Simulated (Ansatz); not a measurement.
```yaml
atoms:
  - { symbol: Ta, position_ang: [0.4926, -0.0693, 0.0780] }
  - { symbol: O, position_ang: [2.3621, -0.2079, 0.1692] }
  - { symbol: H, position_ang: [3.2828, -0.2696, 0.3856] }
  - { symbol: N, position_ang: [-0.6013, 0.0009, 1.7255] }
  - { symbol: H, position_ang: [-1.0254, -0.8070, 2.1550] }
  - { symbol: H, position_ang: [-0.9003, 0.8566, 2.1676] }
  - { symbol: N, position_ang: [-0.3935, 0.0085, -1.6905] }
  - { symbol: H, position_ang: [-0.7461, -0.7983, -2.1821] }
  - { symbol: H, position_ang: [-0.6205, 0.8650, -2.1720] }
  - { symbol: F, position_ang: [0.4382, 1.8254, 0.0898] }
  - { symbol: F, position_ang: [0.1585, -1.9351, 0.0642] }
```

Core potentials replace the inner electrons of Ta.

Method: RKS BHLYP-D4/def2-SVP in Ansatz.

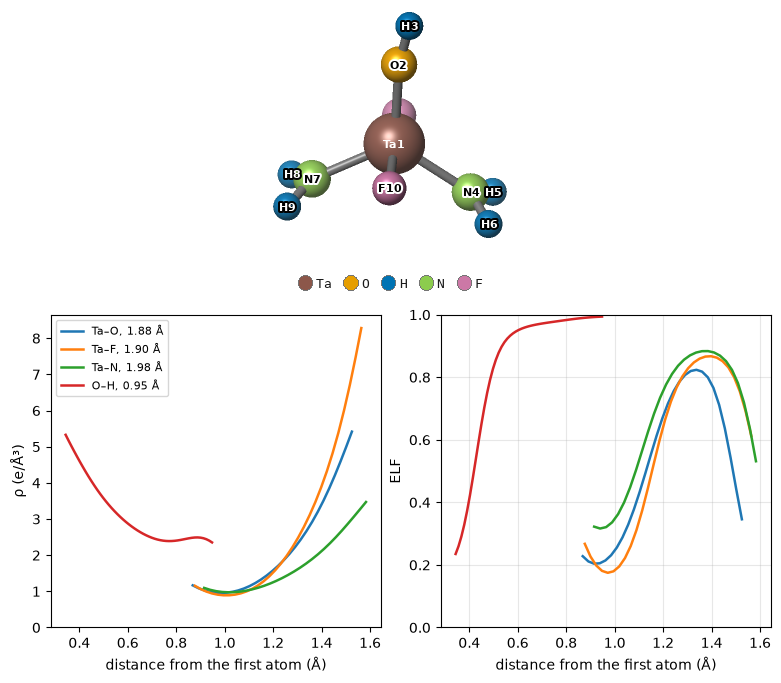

F$_{2}$H$_{5}$N$_{2}$OTa. Electron density and electron localisation function along straight lines between neighbouring atoms. The curves leave out the atomic cores. The structure is drawn too.

### Compare the contacts.

Ta–O (1.88 Å): ρ at the midpoint is about 0.99 e/Å³; the ELF peaks at about 0.80 in the valence shell of O, 0.5 Å from its nucleus, and drops to about 0.20 between the two atoms.
Ta–F (1.90 Å): ρ at the midpoint is about 0.94 e/Å³; the ELF peaks at about 0.85 in the valence shell of F, 0.5 Å from its nucleus, and drops to about 0.15 between the two atoms.
Ta–N (1.98 Å): ρ at the midpoint is about 0.98 e/Å³; the ELF peaks at about 0.90 in the valence shell of N, 0.6 Å from its nucleus, and is about 0.35 at the midpoint.
O–H (0.95 Å): the density is about 3.8 e/Å³ at the midpoint; the ELF climbs to about 1 towards the hydrogen, as it does in any bond to H; a covalent bond by its length.
